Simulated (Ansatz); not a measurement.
## Electronic structure of BH$_{7}$NPSi in real space

```xyz
11

B    -1.1065    1.5644    0.0836
P    -0.7239   -0.2078    0.2806
N    -0.1110   -0.5712    1.8224
Si    0.7577   -0.7348   -1.3159
H    -1.3039    1.9373   -1.0345
H    -1.2730    2.2814    1.0226
H     0.7808   -0.1817    2.0863
H    -0.1940   -1.5346    2.1052
H     0.2058   -0.2858   -2.6187
H     0.9429   -2.2103   -1.3278
H     2.0906   -0.1138   -1.0832
```

Geometry: PBE0-D4/def2-TZVP.

Level of theory: Ansatz 0.2.0, RKS PBE0-D4/def2-TZVPP.

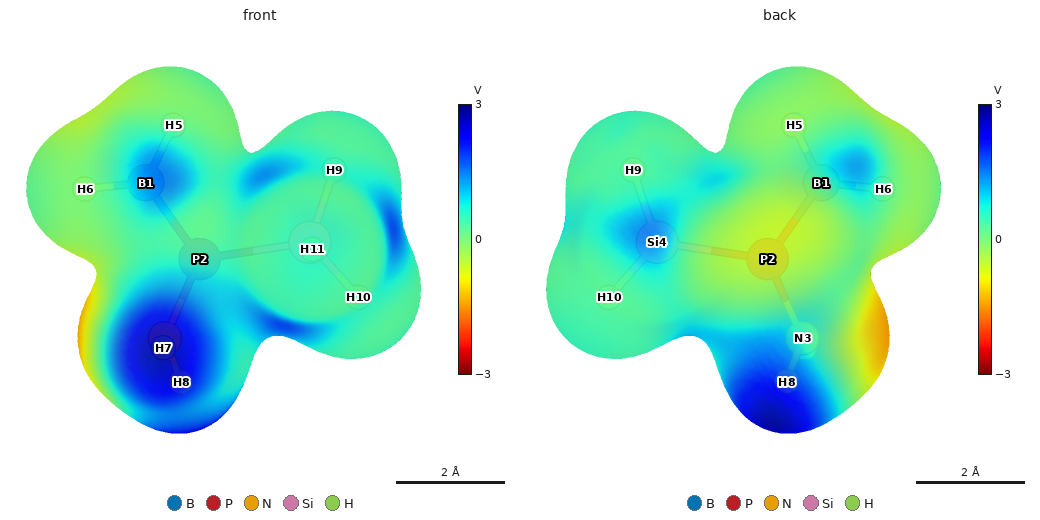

Figure 1. The molecular electrostatic potential painted on the density surface at 0.004 e/bohr³, seen from the front and from behind; red is negative and blue positive.

Question: Where is the surface potential most negative and most positive?

Answer: The most negative region (about −1.4 V, or −32 kcal/mol for a unit charge) lies over N3, the most positive (about +2.7 V, or +62 kcal/mol for a unit charge) over H7 and H8. N3 is the likeliest acceptor of a hydrogen bond.

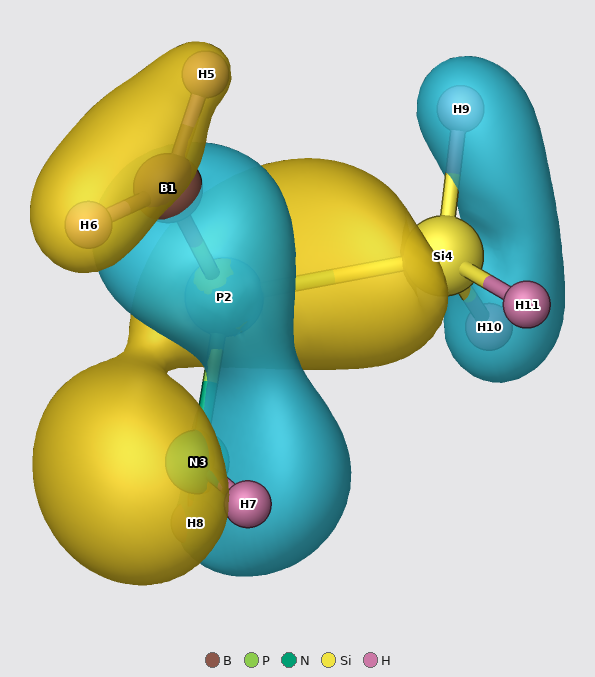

Figure 2. The HOMO−1 at ±0.08 Å⁻³ᐟ² (yellow and cyan are the two phases), seen at a tilt.

Question: Describe this orbital and give its energy.

Answer: Its weight (Hirshfeld) is mainly on N3 (about 40 %), P2 (about 25 %), Si4 (about 10 %) and B1 (about 10 %). Its energy is −7.50 eV.

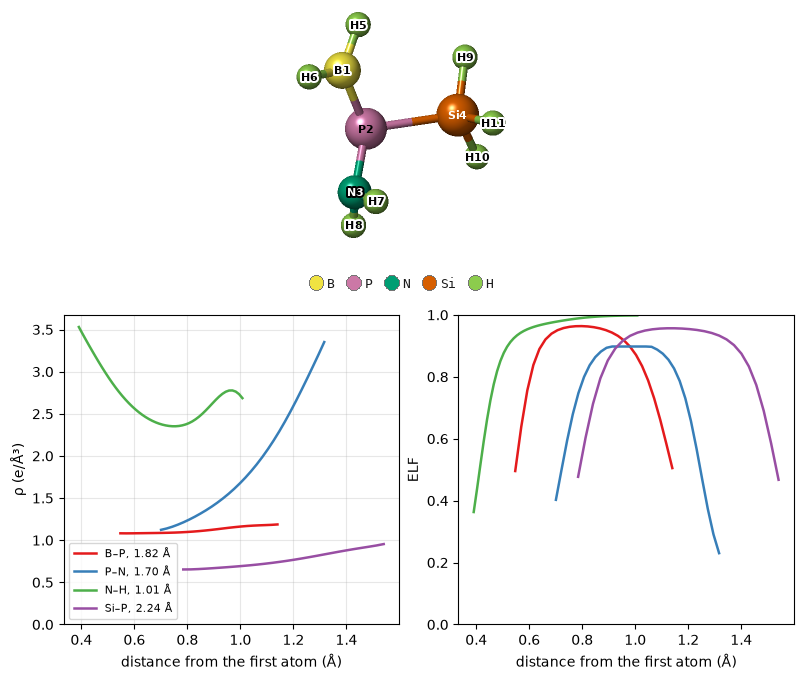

Figure 3. Electron density and ELF along straight lines between neighbouring atoms. The curves leave out the atomic cores. The structure is drawn too.

Question: What can be read from the curves?

Answer: B–P (1.82 Å): ρ at the midpoint is about 1.1 e/Å³; the ELF peaks at about 0.95 between the atoms, as expected for localised, covalent bonding.
P–N (1.70 Å): ρ is about 1.3 e/Å³ halfway; the ELF peaks at about 0.90 between the atoms; a polar covalent bond.
N–H (1.01 Å): the density is about 2.9 e/Å³ at the midpoint; the ELF climbs to about 1 towards the hydrogen, as it does in any bond to H: an ordinary covalent bond to hydrogen.
Si–P (2.24 Å): ρ at the midpoint is about 0.73 e/Å³; the ELF peaks at about 0.95 between the atoms: a shared electron pair.

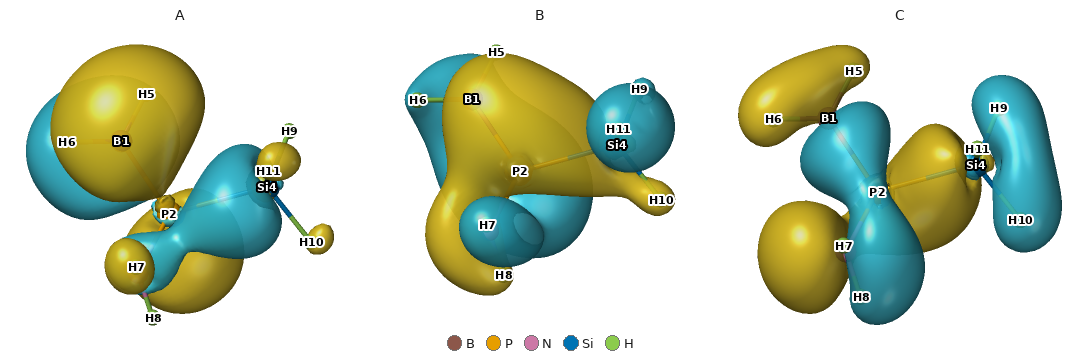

Figure 4. Three frontier orbitals at ±0.06 Å⁻³ᐟ² (yellow and cyan are the two phases), in no order.

Question: Which picture is the HOMO−1, the HOMO and the LUMO?

Answer: C is the HOMO−1 (−7.50 eV). It lies mainly on N3 (about 40 %), P2 (about 25 %), Si4 (about 10 %) and B1 (about 10 %). B is the HOMO (−6.90 eV). By Hirshfeld shares it lies mainly on P2 (about 55 %), B1 (about 15 %), N3 (about 10 %) and Si4 (about 10 %). A is the LUMO (−1.62 eV). By Hirshfeld shares it lies mainly on B1 (about 50 %), P2 (about 25 %) and Si4 (about 10 %).

Question: What is the HOMO–LUMO gap?

Answer: 5.28 eV between the orbital energies.
